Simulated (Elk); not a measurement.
Converging shifted k-point meshes: Sb (R-3m, 2 atoms in the cell)

```xyz
2
Lattice="3.9771 -2.1658 0.0000 3.9771 2.1658 0.0000 2.7977 0.0000 3.5610" Properties=species:S:1:pos:R:3 pbc="T T T"
Sb     2.5581     0.0000     0.8472
Sb     8.2414     0.0000     2.7295
```

Method of the run: PBEsol, all-electron FP-LAPW, Elk's shipped species files, default APW+lo basis in Elk.

Base settings: xctype = 22; rgkmax = 7; stype = 3; swidth = 0.00367493 Ha; ngridk = 6 6 6.

In this ladder: vkloff = 0.5 0.5 0.5.

Only quantities that move along the ladder and can be compared are tabulated.

Core times come from one kind of shared machine, to one figure; runs under 30 s give none.

The starting cell has typed, rounded lattice constants, without a prior relaxation at this level. Its lattice was rescaled by up to half a per cent. One atom was moved a little off its site on purpose. Values depend on the basis (sphere radii, cutoffs, local orbitals), which need not be converged.

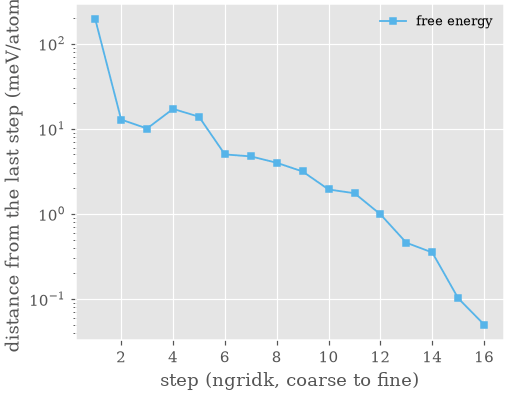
Figure. Distance from the last step along the ladder; very small values are drawn at a floor.

```tsv
ngridk	free energy less the last step's (meV/atom)	core time / last (rough)
2 2 2	-194.09	–
3 3 3	12.83	–
4 4 4	-10.08	–
5 5 5	-17.13	–
6 6 6	-13.87	–
7 7 7	-5.00	–
8 8 8	-4.74	–
9 9 9	-3.99	–
10 10 10	-3.15	–
11 11 11	-1.94	–
12 12 12	-1.75	0.2
13 13 13	-0.99	0.2
15 15 15	-0.46	0.3
16 16 16	-0.35	0.4
18 18 18	-0.10	0.6
20 20 20	0.03	0.9
22 22 22	0.00	1
```

Coarsest ngridk that holds the free energy within 0.5 meV/atom of the last step, with all finer ones: 15 15 15, at about 0.3 of the last step's time; the step before is off by 0.99 meV/atom.

Two neighbours can agree and both be off: 7 7 7 and 8 8 8 differ by 0.26 meV/atom in the free energy, yet lie about 4.7 meV/atom from the last step.
